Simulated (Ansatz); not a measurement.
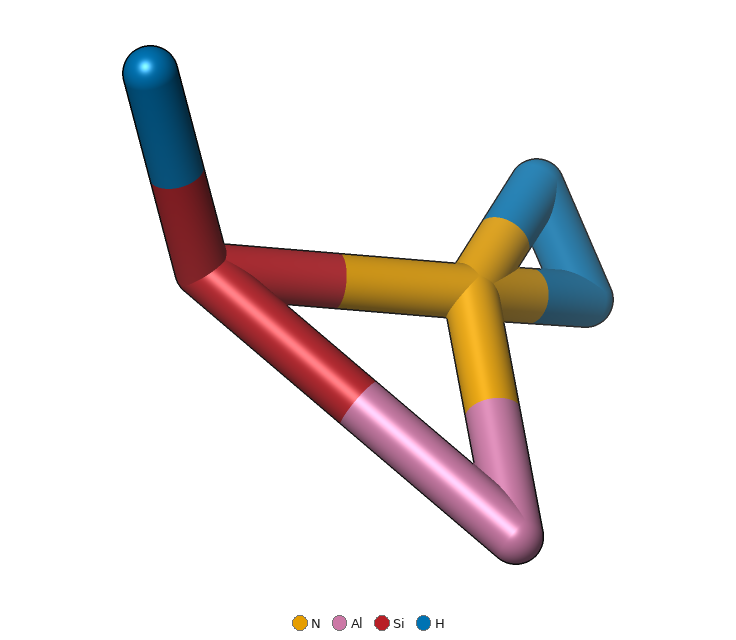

The structure as it stands in the input.

Ansatz 0.2.0 input:

```yaml
crystal:
  periodic: [false, false, false]
  atoms:
    - {symbol: N, position_ang: [-0.128281, -0.993541, -0.024088]}
    - {symbol: Al, position_ang: [-1.792774, -0.781582, -0.694556]}
    - {symbol: Si, position_ang: [0.073440, 0.726262, 0.009943]}
    - {symbol: H, position_ang: [0.574983, -1.655981, 0.273038]}
    - {symbol: H, position_ang: [0.147506, -1.946741, -0.260207]}
    - {symbol: H, position_ang: [0.187838, 1.382251, 1.342176]}
basis:
  gaussian: {orbitals: def2-SVP}
magnetization: {spin_polarized: true, initial_magnetization: 1}
hamiltonian: {xc: pbe, dispersion: d4}
relax: {f_tol: 0.03, max_steps: 250}
```

Command:

```sh
ansatz run in.yaml --threads 2 --pin off --events-out ev --progress --plain --max-ram 4352MiB
```

Result (its end):

```
mean field -15997.05406108 eV, -587.8808935520 hartree, gradient 8.5e-6 eV, S^2 0.760677; 2 other end points of the search recorded, 0 dependent functions left out
the calculation of the forces begins
reference -15997.05409570 eV, -587.8808948243 hartree; 19, 18 occupied and 46, 47 virtual orbitals, 735 factors
Total energy: -15997.20064270 eV, -587.8862803271 hartree
Atom 0 at     0.096213    -1.174135    -0.018540 Å, force    -0.000946     0.010018     0.000259 eV/Å
Atom 1 at    -1.812717    -0.348669    -0.048601 Å, force    -0.002565    -0.000081     0.001983 eV/Å
Atom 2 at     0.505533     0.716274    -0.244481 Å, force     0.003033    -0.007006    -0.000175 eV/Å
Atom 3 at     0.458934    -1.632324     0.831758 Å, force    -0.001090     0.003197    -0.002294 eV/Å
Atom 4 at     0.377425    -1.751487    -0.821380 Å, force     0.003220    -0.003924    -0.000932 eV/Å
Atom 5 at    -0.562677     0.921009     0.947550 Å, force    -0.001652    -0.002205     0.001159 eV/Å
Dipole moment:     0.247678    -0.558914     0.130916 e Å
```
